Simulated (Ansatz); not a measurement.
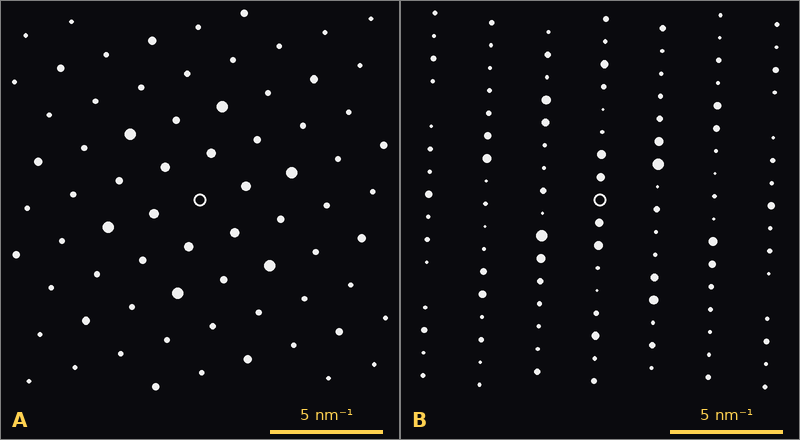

Kinematic electron diffraction patterns (120 kV, B = 0.5 Å², same scale, each along a low-index zone) of two structures of composition Sr2Cl3, each relaxed at zero pressure with DFT PBE, scalar-relativistic, plane waves, PAW in Ansatz 0.2.0.

The structures (standard cells):
1. R-3m (No. 166), a = 4.495 Å, c = 29.433 Å (hexagonal axes), 15 atoms; generated start, possibly hypothetical
2. R-3m (No. 166), a = 9.270 Å, c = 17.754 Å (hexagonal axes), 15 atoms; generated start, possibly hypothetical

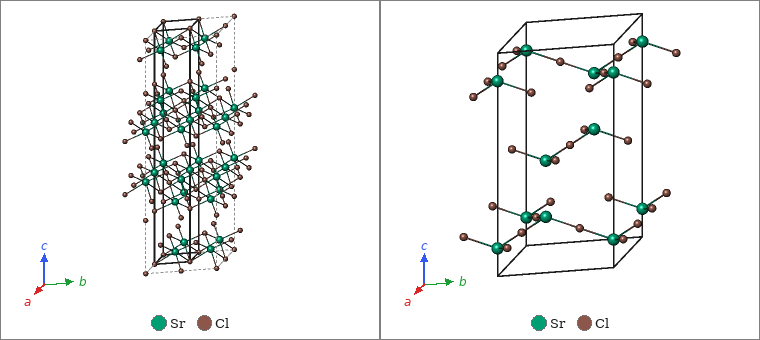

Drawings of the structures 1 to 2, from left to right (each may span several cells).

Which pattern belongs to which structure, and along which zone?

Answer. A is structure 2 along [001]: hexagonal net of 2 -1 0 at d = 4.63 Å and 1 1 0 at d = 4.63 Å, 60.0° apart. B is structure 1 along [100] or an equivalent direction: oblique net of 0 0 3 at d = 9.81 Å and 0 -1 1 at d = 3.86 Å, 82.5° apart (some points of this net are extinct or too weak to see).

Rank the structures by their computed energy.

Answer. Structure 1 (R-3m, 34.33 Å³ an atom) is the lowest of these; structure 2 (R-3m, 88.08 Å³ an atom) lies about 190 meV an atom higher. These are static energies at 0 K; other structures, not shown, may lie lower still.
